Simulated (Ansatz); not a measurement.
# BH₃Br (doublet): correlated methods under varied settings at distance Br1–H2 along a hydrogen transfer = 1.816 Å

Aim: run BH₃Br (doublet) at one geometry under a spread of methods and options, and see what each costs and gives.

Method: the settings change from run to run; program: Ansatz 0.2.0, Gaussian basis.

8 further runs of the same task are left out: 2 for a mislabelled method, 6 that didn't finish.

### Step 1. The system

The geometry derives from fragments relaxed apart (PBE0/def2-TZVP) and kept rigid, so it is no stationary point. A hydrogen atom is moved between rigid fragments. No spin-orbit coupling is included. The filled d shell of Br may be among the frozen orbitals whatever the setting's name suggests; the logs give the count.

5 atoms, charge 0, spin multiplicity 2.

Atoms are counted from 1 here; the program's logs count them from 0.

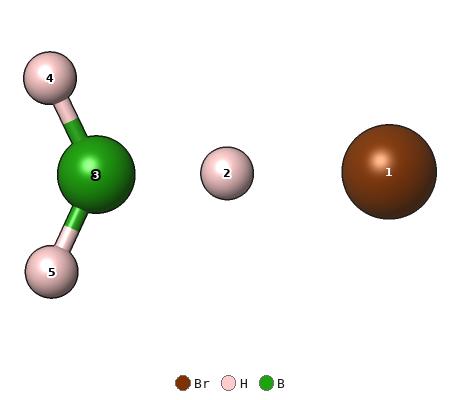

The geometry (bromine brown, hydrogen pink, boron green); atoms are numbered from 1 in the order of the file.

As a file:

```
atom    x (Å)   y (Å)    z (Å)
 Br1  -0.4796  0.0000   0.0000
  H2   1.3364  0.0000   0.0000
  B3   2.8024  0.0000   0.0000
  H4   3.3115  0.0000   1.0770
  H5   3.3115  0.0000  -1.0770
```

### Step 2. CCSD on ROHF/STO-3G

in.yaml reads:

```yaml
crystal:
  periodic: [false, false, false]
  atoms:
    - {symbol: Br, position_ang: [-0.479572, 0.000000, 0.000000]}
    - {symbol: H, position_ang: [1.336428, 0.000000, 0.000000]}
    - {symbol: B, position_ang: [2.802428, 0.000000, 0.000000]}
    - {symbol: H, position_ang: [3.311502, 0.000000, 1.077008]}
    - {symbol: H, position_ang: [3.311502, 0.000000, -1.077008]}
basis:
  gaussian: {orbitals: STO-3G, fitting: {mean_field: def2-universal-jkfit}}
magnetization: {spin_polarized: false, initial_magnetization: 1}
correlation: {method: ccsd, electrons: outside_noble_gas}
scf: {lower_state_search: off}
```

Run with:

```bash
> ansatz run in.yaml --threads 1 --pin off --events-out ev --progress --plain --max-ram 2393MiB
```

The log of the run, cut to the lines that bear on the results:

```text
Functional definition: HF
  name "HF"
  cite "Fock, Z. Phys. 61, 126 (1930) doi:10.1007/BF01340294"
  parent pbe
[...]
395 factors; integrals over basis functions are off by at most 1.8e-2 eV
[...]
mean field -69950.94770428 eV, -2570.6499136771 hartree, gradient 3.3e-7 eV, S^2 0.750000; 0 other end points of the search recorded, 0 dependent functions left out
15 core orbitals not correlated: weight in the atoms' cores, before any rotation towards them, 1.000 or more for the frozen orbitals, at most 0.000 for the correlated occupied ones
reference -69950.94770428 eV, -2570.6499136771 hartree; 7, 6 occupied and 4, 5 virtual orbitals, 395 factors
second order -1.17204426 eV of doubles, -0.04536904 eV of singles
cycle   1  -1.59381848 eV  change   -3.7e-1 eV  update   5.1e-2
[...]
cycle  10  -1.81355482 eV  change    4.3e-6 eV  update   8.1e-6
Total energy: -69952.76125911 eV, -2570.7165605876 hartree
Checks for a lower state left out: stability, starts, cluster_reference, orbital_swaps, neighbouring_geometries, increment
```

Run time: 0.24 s. Hardware: 1 thread of Arm Neoverse V1, shared host.

From the report: correlation -1.8136 eV; T1 0.015; largest double amplitude 0.09.

### Step 3. HF/cc-pVDZ

Changes to in.yaml since step 2:

```diff
@@ -9,5 +9,5 @@
 basis:
-  gaussian: {orbitals: STO-3G, fitting: {mean_field: def2-universal-jkfit}}
-magnetization: {spin_polarized: false, initial_magnetization: 1}
-correlation: {method: ccsd, electrons: outside_noble_gas}
-scf: {lower_state_search: off}
+  gaussian: {orbitals: cc-pVDZ}
+magnetization: {spin_polarized: true, initial_magnetization: 1}
+hamiltonian: {xc: hf}
+output: {forces: true, orbitals: {seedname: orbitals}}
```

Same command.

The log of the run, cut to the lines that bear on the results:

```text
Functional definition: HF
  name "HF"
  cite "Fock, Z. Phys. 61, 126 (1930) doi:10.1007/BF01340294"
  parent pbe
[...]
578 factors; integrals over basis functions are off by at most 1.1e-3 eV
[...]
mean field -70714.98706285 eV, -2598.7278422201 hartree, gradient 2.0e-5 eV, S^2 0.783549; 0 other end points of the search recorded, 0 dependent functions left out
[...]
reference -70714.98706285 eV, -2598.7278422201 hartree; 22, 21 occupied and 34, 35 virtual orbitals, 578 factors
Total energy: -70714.98706285 eV, -2598.7278422201 hartree
Atom 0 at    -0.479572     0.000000     0.000000 Å, force    -0.345713    -0.000000    -0.000000 eV/Å
Atom 1 at     1.336428     0.000000     0.000000 Å, force     2.197355     0.000000     0.000000 eV/Å
Atom 2 at     2.802428     0.000000     0.000000 Å, force    -1.944279     0.000000     0.000000 eV/Å
Atom 3 at     3.311502     0.000000     1.077008 Å, force     0.046319    -0.000000    -0.069306 eV/Å
Atom 4 at     3.311502     0.000000    -1.077008 Å, force     0.046319    -0.000000     0.069306 eV/Å
Dipole moment:     0.552537     0.000000    -0.000000 e Å
```

Wall time 1.3 s (1 thread of Arm Neoverse V1, shared host).

From the report: ⟨S²⟩ of the determinant 0.784 (pure doublet: 0.75).

### Step 4. MRCISD+Q(relaxed)(3,3)/STO-3G

Changes to in.yaml since step 3:

```diff
@@ -9,5 +9,5 @@
 basis:
-  gaussian: {orbitals: cc-pVDZ}
-magnetization: {spin_polarized: true, initial_magnetization: 1}
-hamiltonian: {xc: hf}
-output: {forces: true, orbitals: {seedname: orbitals}}
+  gaussian: {orbitals: STO-3G}
+magnetization: {spin_polarized: false, initial_magnetization: 1}
+correlation: {method: fic_mrcisd_q_relaxed, electrons: outside_noble_gas, active_space: {window: {electrons: 3, orbitals: 3}, states: [{multiplicity: 2, weights: [1, 0.5, 1, 0.5]}, {multiplicity: 4, weights: [1]}]}}
+scf: {lower_state_search: full}
```

Same command.

The log of the run, cut to the lines that bear on the results:

```text
Functional definition: HF
  name "HF"
  cite "Fock, Z. Phys. 61, 126 (1930) doi:10.1007/BF01340294"
  parent pbe
[...]
323 factors; integrals over basis functions are off by at most 1.1e-7 eV
[...]
mean field -69950.94451246 eV, -2570.6497963798 hartree, gradient 3.2e-6 eV, S^2 0.750000; 18 other end points of the search recorded, 0 dependent functions left out
reference -69950.94451246 eV, -2570.6497963798 hartree; 22, 21 occupied and 4, 5 virtual orbitals, 323 factors
state -69949.80600001 eV, -2570.6079568187 hartree
state -69949.02683074 eV, -2570.5793228765 hartree
state -69946.90073718 eV, -2570.5011903792 hartree
state -69944.99929114 eV, -2570.4313135260 hartree
contracted CI cycle   1: correlation 0.00000000 eV, 0.0000000000 hartree, residual 8.84e0 eV
contracted CI cycle   2: correlation -2.00888258 eV, -0.0738250731 hartree, residual 1.79e0 eV
[...]
contracted CI cycle   2: correlation -1.92252497 eV, -0.0706514895 hartree, residual 2.56e0 eV
contracted CI cycle   3: correlation -2.12419871 eV, -0.0780628628 hartree, residual 7.56e-1 eV
contracted CI cycle   4: correlation -2.14257649 eV, -0.0787382339 hartree, residual 3.03e-1 eV
contracted CI cycle   5: correlation -2.14588869 eV, -0.0788599550 hartree, residual 1.26e-1 eV
contracted CI cycle   6: correlation -2.14653914 eV, -0.0788838585 hartree, residual 7.67e-2 eV
contracted CI cycle   7: correlation -2.14682069 eV, -0.0788942053 hartree, residual 3.60e-2 eV
contracted CI cycle   8: correlation -2.14685836 eV, -0.0788955896 hartree, residual 1.22e-2 eV
contracted CI cycle   9: correlation -2.14686158 eV, -0.0788957080 hartree, residual 3.44e-3 eV
contracted CI cycle  10: correlation -2.14686187 eV, -0.0788957185 hartree, residual 9.93e-4 eV
state -69945.43110738 eV, -2570.4471824801 hartree; corrected -69947.79365085 eV, -2570.5340043512 hartree
Total energy: -69950.06688541 eV, -2570.6175441805 hartree
```

It took 2.7 s on 1 thread of Arm Neoverse V1, shared host.

From the report: 4 determinants; active occupations (of the averaged states) 1.42, 0.96, 0.63.

### Step 5. MP2 on ROHF/cc-pVDZ

in.yaml reads:

```yaml
crystal:
  periodic: [false, false, false]
  atoms:
    - {symbol: Br, position_ang: [-0.479572, 0.000000, 0.000000]}
    - {symbol: H, position_ang: [1.336428, 0.000000, 0.000000]}
    - {symbol: B, position_ang: [2.802428, 0.000000, 0.000000]}
    - {symbol: H, position_ang: [3.311502, 0.000000, 1.077008]}
    - {symbol: H, position_ang: [3.311502, 0.000000, -1.077008]}
basis:
  gaussian: {orbitals: cc-pVDZ}
magnetization: {spin_polarized: false, initial_magnetization: 1}
hamiltonian: {pseudopotentials: {relativity: scalar}}
correlation: {method: mp2, electrons: outside_noble_gas}
```

Launched as before.

The log of the run, cut to the lines that bear on the results:

```text
Functional definition: HF
  name "HF"
  cite "Fock, Z. Phys. 61, 126 (1930) doi:10.1007/BF01340294"
  parent pbe
[...]
578 factors; integrals over basis functions are off by at most 1.1e-3 eV
[...]
mean field -71385.89508105 eV, -2623.3832571312 hartree, gradient 1.6e-6 eV, S^2 0.750000; 6 other end points of the search recorded, 0 dependent functions left out
[...]
15 core orbitals not correlated: weight in the atoms' cores, before any rotation towards them, 1.000 or more for the frozen orbitals, at most 0.000 for the correlated occupied ones
reference -71385.89508105 eV, -2623.3832571312 hartree; 7, 6 occupied and 34, 35 virtual orbitals, 578 factors
second order -5.51360687 eV of doubles, -0.10658221 eV of singles
Total energy: -71391.51527013 eV, -2623.5897952703 hartree
Relativity: scalar
```

Run time: 3.5 s. Hardware: 1 thread of Arm Neoverse V1, shared host.

### Step 6. CCSD(T) on UHF/cc-pVDZ

Changes to in.yaml since step 5:

```diff
@@ -10,4 +10,5 @@
   gaussian: {orbitals: cc-pVDZ}
-magnetization: {spin_polarized: false, initial_magnetization: 1}
-hamiltonian: {pseudopotentials: {relativity: scalar}}
-correlation: {method: mp2, electrons: outside_noble_gas}
+magnetization: {spin_polarized: true, initial_magnetization: 1}
+correlation: {method: ccsd_t, electrons: outside_noble_gas, diis_vectors: 12}
+scf: {omitted_lower_state_checks: [cluster_reference]}
+output: {forces: true}
```

Launched as before.

The log of the run, cut to the lines that bear on the results:

```text
Functional definition: HF
  name "HF"
  cite "Fock, Z. Phys. 61, 126 (1930) doi:10.1007/BF01340294"
  parent pbe
[...]
578 factors; integrals over basis functions are off by at most 1.1e-3 eV
[...]
mean field -70714.98706285 eV, -2598.7278422201 hartree, gradient 5.8e-6 eV, S^2 0.783549; 9 other end points of the search recorded, 0 dependent functions left out
15 core orbitals not correlated: weight in the atoms' cores, before any rotation towards them, 1.000 or more for the frozen orbitals, at most 0.000 for the correlated occupied ones
reference -70714.98706285 eV, -2598.7278422201 hartree; 7, 6 occupied and 34, 35 virtual orbitals, 578 factors
second order -5.37286492 eV of doubles, -0.00000000 eV of singles
cycle   1  -6.11714974 eV  change   -7.4e-1 eV  update   6.1e-2
[...]
cycle  13  -6.38594449 eV  change    8.1e-8 eV  update   7.6e-7
perturbative correction -0.10821000 eV, -0.0039766441 hartree
[...]
Total energy: -70721.48121735 eV, -2598.9664979959 hartree
Atom 0 at    -0.479572     0.000000     0.000000 Å, force     0.054487    -0.000000    -0.000000 eV/Å
Atom 1 at     1.336428     0.000000     0.000000 Å, force     1.707241     0.000000     0.000000 eV/Å
Atom 2 at     2.802428     0.000000     0.000000 Å, force    -2.090160     0.000000    -0.000000 eV/Å
Atom 3 at     3.311502     0.000000     1.077008 Å, force     0.164216    -0.000000     0.227831 eV/Å
Atom 4 at     3.311502     0.000000    -1.077008 Å, force     0.164216    -0.000000    -0.227831 eV/Å
Dipole moment:     0.522500    -0.000000    -0.000000 e Å
Checks for a lower state left out: cluster_reference
```

Run time: 8.5 s. Hardware: 1 thread of Arm Neoverse V1, shared host.

From the report: ⟨S²⟩ of the determinant 0.784 (pure doublet: 0.75); correlation -6.4942 eV; T1 0.013; largest double amplitude 0.05.

### Step 7. CCSD(T) on ROHF/6-31G*

in.yaml reads:

```yaml
crystal:
  periodic: [false, false, false]
  atoms:
    - {symbol: Br, position_ang: [-0.479572, 0.000000, 0.000000]}
    - {symbol: H, position_ang: [1.336428, 0.000000, 0.000000]}
    - {symbol: B, position_ang: [2.802428, 0.000000, 0.000000]}
    - {symbol: H, position_ang: [3.311502, 0.000000, 1.077008]}
    - {symbol: H, position_ang: [3.311502, 0.000000, -1.077008]}
basis:
  gaussian: {orbitals: "6-31G*"}
magnetization: {spin_polarized: false, initial_magnetization: 1}
correlation: {method: ccsd_t, electrons: outside_noble_gas}
accuracy: high
```

Launched as before.

The log of the run, cut to the lines that bear on the results:

```text
Functional definition: HF
  name "HF"
  cite "Fock, Z. Phys. 61, 126 (1930) doi:10.1007/BF01340294"
  parent pbe
[...]
972 factors; integrals over basis functions are off by at most 4.4e-9 eV
[...]
mean field -70707.04298926 eV, -2598.4359029002 hartree, gradient 3.7e-8 eV, S^2 0.750000; 9 other end points of the search recorded, 0 dependent functions left out
[...]
determinant -70707.04298926 eV, -2598.4359029002 hartree, with singles and doubles -70713.00105727 eV, -2598.6548578611 hartree
determinant -70705.76524503 eV, -2598.3889466659 hartree, with singles and doubles -70711.54584258 eV, -2598.6013797077 hartree
determinant -70705.74745062 eV, -2598.3882927332 hartree, with singles and doubles -70711.52835022 eV, -2598.6007368753 hartree
determinant -70703.71080932 eV, -2598.3134475461 hartree, with singles and doubles -70710.18987115 eV, -2598.5515486765 hartree
15 core orbitals not correlated: weight in the atoms' cores, before any rotation towards them, 1.000 or more for the frozen orbitals, at most 0.000 for the correlated occupied ones
reference -70707.04298926 eV, -2598.4359029002 hartree; 7, 6 occupied and 34, 35 virtual orbitals, 972 factors
second order -4.99457262 eV of doubles, -0.10416116 eV of singles
cycle   1  -5.95796867 eV  change    9.9e-5 eV  update   6.7e-4
[...]
cycle  17  -5.95803376 eV  change    1.0e-9 eV  update   1.6e-9
perturbative correction -0.11591199 eV, -0.0042596871 hartree
Total energy: -70713.11693502 eV, -2598.6591162897 hartree
```

Wall time 10 s (1 thread of Arm Neoverse V1, shared host).

From the report: correlation -6.0739 eV; T1 0.021; largest double amplitude 0.05.

### Step 8. CCSD(T) on UHF/cc-pVDZ

Changes to in.yaml since step 7:

```diff
@@ -9,5 +9,4 @@
 basis:
-  gaussian: {orbitals: "6-31G*"}
-magnetization: {spin_polarized: false, initial_magnetization: 1}
-correlation: {method: ccsd_t, electrons: outside_noble_gas}
-accuracy: high
+  gaussian: {orbitals: cc-pVDZ}
+magnetization: {spin_polarized: true, initial_magnetization: 1}
+correlation: {method: ccsd_t, electrons: valence}
```

The command is unchanged.

The log of the run, cut to the lines that bear on the results:

```text
Functional definition: HF
  name "HF"
  cite "Fock, Z. Phys. 61, 126 (1930) doi:10.1007/BF01340294"
  parent pbe
[...]
578 factors; integrals over basis functions are off by at most 1.1e-3 eV
[...]
mean field -70714.98706285 eV, -2598.7278422201 hartree, gradient 5.8e-6 eV, S^2 0.783549; 11 other end points of the search recorded, 0 dependent functions left out
determinant -70714.98706285 eV, -2598.7278422201 hartree, with singles and doubles -70721.68669737 eV, -2598.9740492474 hartree
determinant -70713.60358208 eV, -2598.6770002393 hartree, with singles and doubles -70720.28229124 eV, -2598.9224382742 hartree
determinant -70713.58654041 eV, -2598.6763739697 hartree, with singles and doubles -70720.26603751 eV, -2598.9218409606 hartree
determinant -70711.68118171 eV, -2598.6063533288 hartree, with singles and doubles -70718.92727967 eV, -2598.8726425172 hartree
determinant -70710.82985860 eV, -2598.5750677815 hartree, with singles and doubles -70717.22642334 eV, -2598.8101372001 hartree
determinant -70710.77374261 eV, -2598.5730055571 hartree, with singles and doubles -70717.17952834 eV, -2598.8084138406 hartree
determinant -70710.58984999 eV, -2598.5662476280 hartree, with singles and doubles -70716.99158759 eV, -2598.8015071455 hartree
10 core orbitals not correlated: weight in the atoms' cores, before any rotation towards them, 1.000 or more for the frozen orbitals, at most 0.000 for the correlated occupied ones
reference -70714.98706285 eV, -2598.7278422201 hartree; 12, 11 occupied and 34, 35 virtual orbitals, 578 factors
second order -5.72723745 eV of doubles, -0.00000000 eV of singles
cycle   1  -6.69956842 eV  change    6.6e-5 eV  update   5.4e-4
[...]
cycle   6  -6.69966374 eV  change   -1.5e-5 eV  update   5.1e-6
perturbative correction -0.11797468 eV, -0.0043354895 hartree
Total energy: -70721.80470127 eV, -2598.9783858108 hartree
```

Run time: 15 s. Hardware: 1 thread of Arm Neoverse V1, shared host.

From the report: ⟨S²⟩ of the determinant 0.784 (pure doublet: 0.75); correlation -6.8176 eV; T1 0.010; largest double amplitude 0.05.

### Step 9. CISD/cc-pVDZ

Changes to in.yaml since step 8:

```diff
@@ -10,3 +10,5 @@
   gaussian: {orbitals: cc-pVDZ}
-magnetization: {spin_polarized: true, initial_magnetization: 1}
-correlation: {method: ccsd_t, electrons: valence}
+magnetization: {spin_polarized: false, initial_magnetization: 1}
+correlation: {active_space: {ras: {orbitals: [11, 1, 34], electrons: 23, max_holes: 2, max_particles: 2}, fixed_orbitals: true}}
+scf: {lower_state_search: off}
+output: {forces: true}
```

Launched as before.

The log of the run, cut to the lines that bear on the results:

```text
Functional definition: HF
  name "HF"
  cite "Fock, Z. Phys. 61, 126 (1930) doi:10.1007/BF01340294"
  parent pbe
[...]
578 factors; integrals over basis functions are off by at most 1.1e-3 eV
[...]
mean field -70714.76587206 eV, -2598.7197136085 hartree, gradient 1.8e-6 eV, S^2 0.750000; 0 other end points of the search recorded, 0 dependent functions left out
reference -70714.76587206 eV, -2598.7197136085 hartree; 22, 21 occupied and 34, 35 virtual orbitals, 578 factors
state -70721.12059526 eV, -2598.9532453785 hartree
[...]
Total energy: -70721.12059526 eV, -2598.9532453785 hartree
Atom 0 at    -0.479572     0.000000     0.000000 Å, force     0.034727    -0.000000    -0.000000 eV/Å
Atom 1 at     1.336428     0.000000     0.000000 Å, force     1.900238     0.000000     0.000000 eV/Å
Atom 2 at     2.802428     0.000000     0.000000 Å, force    -2.157792     0.000000     0.000000 eV/Å
Atom 3 at     3.311502     0.000000     1.077008 Å, force     0.111413    -0.000000     0.111631 eV/Å
Atom 4 at     3.311502     0.000000    -1.077008 Å, force     0.111413    -0.000000    -0.111631 eV/Å
Dipole moment:     0.543420    -0.000000     0.000000 e Å
Checks for a lower state left out: starts, cluster_reference, orbital_swaps, neighbouring_geometries, increment
```

Run time: 34 s. Hardware: 1 thread of Arm Neoverse V1, shared host; peak memory 0.26 GiB.

From the report: 93,076 determinants.

### Step 10. The runs in one table

Where basis and cores are those of an earlier UCCSDT(Q)/cc-pVDZ run (-70721.5108 eV), and the state is the same kind, the miss against it is given.

```
                                                 level         correlated  functions  energy (eV)  from UCCSDT(Q) (meV)    time
                                   CCSD on ROHF/STO-3G  outside noble gas         26  -69952.7613                        0.24 s
                                            HF/cc-pVDZ                            56  -70714.9871                6523.7   1.3 s
MRCISD+Q(relaxed)(3,3)/STO-3G (mean of several states)  outside noble gas         26  -69950.0669                         2.7 s
                  MP2 on ROHF/cc-pVDZ (relativity set)  outside noble gas         56  -71391.5153                         3.5 s
                                CCSD(T) on UHF/cc-pVDZ  outside noble gas         56  -70721.4812                  29.6   8.5 s
                                CCSD(T) on ROHF/6-31G*  outside noble gas         56  -70713.1169                          10 s
                                CCSD(T) on UHF/cc-pVDZ            valence         56  -70721.8047                          15 s
                                          CISD/cc-pVDZ            valence         56  -70721.1206                          34 s
```

### Step 11. Summary of results

```
quantity                        value
    runs                            8
quickest  CCSD on ROHF/STO-3G, 0.24 s
 slowest           CISD/cc-pVDZ, 34 s
```

Total energies in different bases, with other cores or another treatment of relativity can't be set against each other. CISD/cc-pVDZ took 140 times as long as CCSD on ROHF/STO-3G; the jobs differ in more than the method. Hartree-Fock, CASSCF and CASCI lack dynamic correlation by design.
